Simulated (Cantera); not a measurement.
A closed system holds: 1 mol CH3SiCl3, 0.63 mol C2H4, 48 mol H2, held at 13300 Pa.

Equilibrium computed with Cantera from the NASA thermochemical tables; the gas is ideal and each condensed phase is pure. Candidate condensed phases: C, C6H6, C7H8, C8H18, Si, SiC; 109 gas species. The feed counts by its element totals alone. The tables' values for SiCl are old estimates; treat these amounts as uncertain. Gases not in the tables: Si2H6 and higher silanes. Rates play no part.

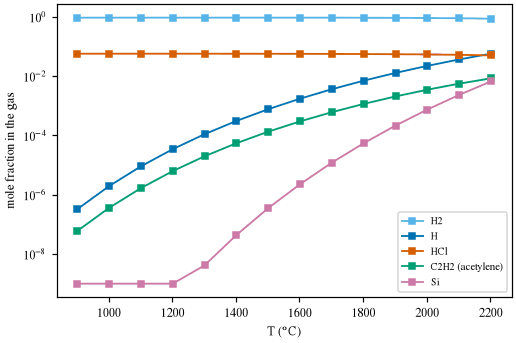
*Equilibrium gas composition (values under 1e-9 drawn at 1e-9)*

From 902 °C to 2202 °C the condensed part is C(graphite) + SiC(s). The main Si-bearing gas is SiCl4 at 902 °C and Si at 2202 °C.
